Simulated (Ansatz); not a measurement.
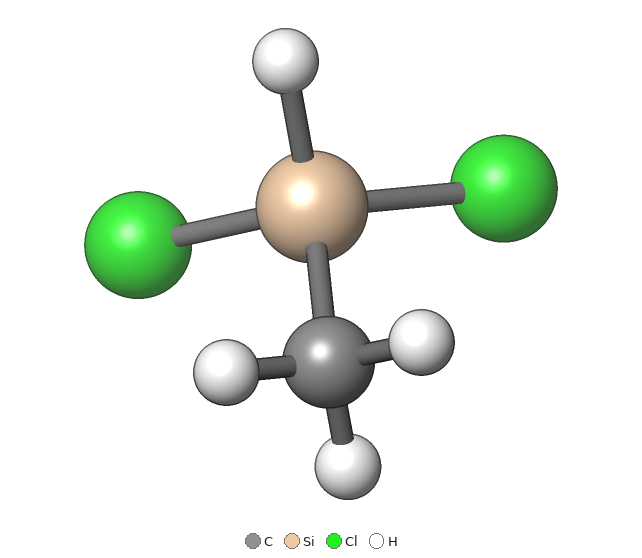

Every bond is drawn as one stick, whatever its order.

Computed geometry: PBE0-D4/def2-TZVP optimisation.

Give the formula.

CH₄Cl₂Si, 8 atoms: 1 carbon, 4 hydrogen, 2 chlorine and 1 silicon.

How many sets of symmetry-equivalent atoms are there?

6: 1 C, 1 Si, 2 Cl, 2 H, 1 H, 1 H.

Does it have rings?

It has no ring.

The parts below concern this one geometry. Atoms keep their numbers from picture to picture.

### Dipole moment

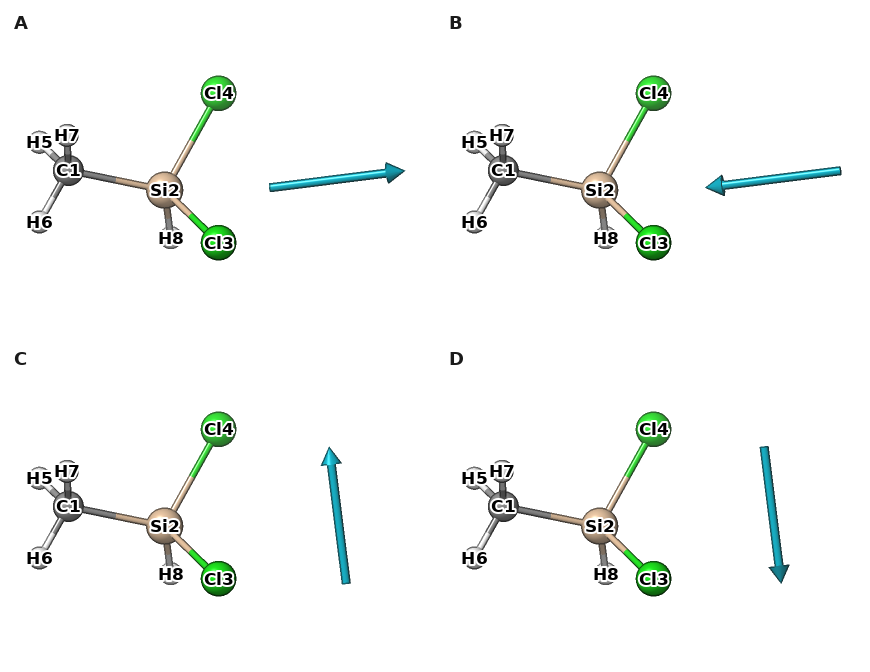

The same molecule four times, each with an arrow. Method: RKS PBE0-D4/def2-TZVP (Ansatz 0.2.0).

Which arrow points along the dipole moment, from the negative to the positive end?

B. The dipole moment is 2.01 D; it points from the side of Cl3, Cl4 to the side of H5, H6 (the outermost atoms at the two ends).

### Vibrations

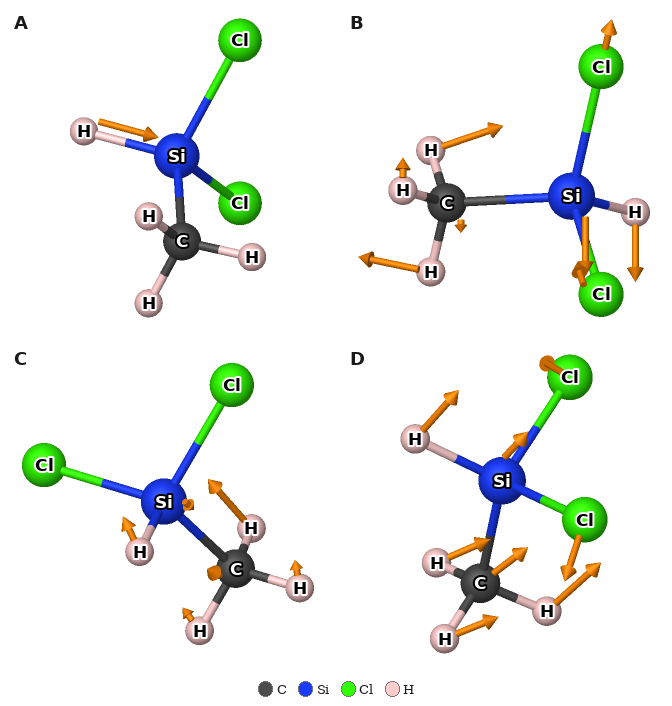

4 normal modes of one molecule or complex, as arrows. Harmonic vibrations computed with RKS PBE0-D4/def2-TZVP (Ansatz 0.2.0) at a stationary point of the same level.

Match the panels to the wavenumbers 176 cm⁻¹, 570 cm⁻¹, 760 cm⁻¹, 2266 cm⁻¹.

A: 2266 cm⁻¹, Si–H stretching
B: 570 cm⁻¹, out-of-phase stretching of 2 Cl–Si bonds
C: 760 cm⁻¹
D: 176 cm⁻¹, Cl–Si–Cl bending

### Charges

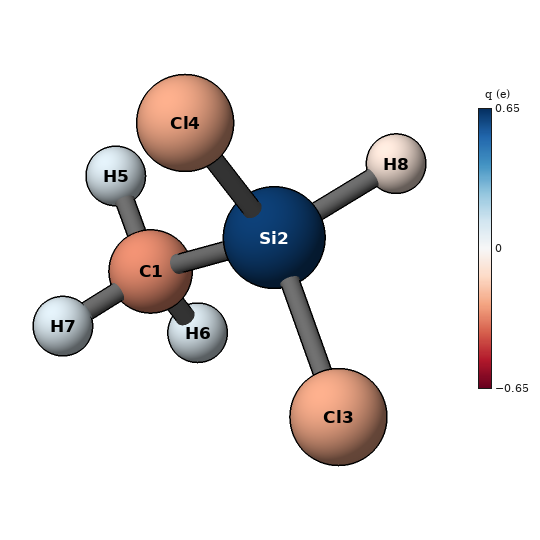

Atoms are coloured by their Mulliken charges. Level of theory: RKS r2SCAN-D4/def2-TZVPP (Ansatz 0.2.0).

Which atom carries the highest charge (most positive or least negative)?

Si2 (0.61 e).

And the lowest?

C1 (−0.30 e).

List the Mulliken charges.

```
atom  value (e)
  C1      −0.30
 Si2       0.61
 Cl3      −0.25
 Cl4      −0.25
  H5       0.09
  H6       0.09
  H7       0.09
  H8      −0.08
```

Mulliken values depend strongly on the basis set and can even reverse the polarity of a bond.
